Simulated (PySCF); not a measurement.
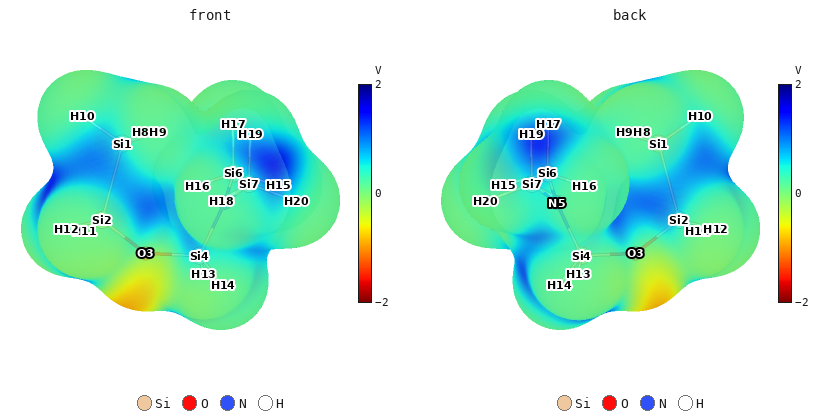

Figure 1: H$_{13}$NOSi$_{5}$ (SMILES [SiH3][SiH2]O[SiH2]N([SiH3])[SiH3]). The molecular electrostatic potential painted on the density surface at 0.002 e/bohr³, seen from the front and from behind; red is negative and blue positive.

Geometry: PBE0-D3(BJ)/def2-SVP.

All numbers below come from PBE0/pcSseg-1, SCF density, gas phase, non-relativistic in PySCF 2.14.0.

```tsv
atom	x (Å)	y (Å)	z (Å)
Si	1.9952	-0.6098	1.1782
Si	2.4139	0.9196	-0.5559
O	1.0262	1.2769	-1.4015
Si	-0.5891	0.9717	-1.5690
N	-1.2012	-0.0301	-0.2720
Si	-1.4529	-1.7503	-0.5398
Si	-1.8074	0.7658	1.1768
H	1.4537	-1.8939	0.6365
H	1.0321	-0.0552	2.1778
H	3.2845	-0.9040	1.8804
H	2.9748	2.1848	0.0077
H	3.4199	0.3413	-1.4981
H	-0.8107	0.2588	-2.8573
H	-1.3006	2.2795	-1.5433
H	-2.8195	-2.0364	-1.0773
H	-0.4434	-2.2317	-1.5283
H	-1.2965	-2.4800	0.7525
H	-0.9746	1.9781	1.4368
H	-1.7214	-0.1767	2.3302
H	-3.2318	1.1944	1.0212
```

**Which sites attract a positive test charge, and which a negative one?**

A positive charge is drawn to the negative regions and a negative charge to the positive ones. The most negative region (about −0.8 V) lies over O3, the most positive (about +1.5 V) over Si2, Si6 and Si7.

**How polar is the molecule by this calculation?**

Its dipole moment is 0.53 D.
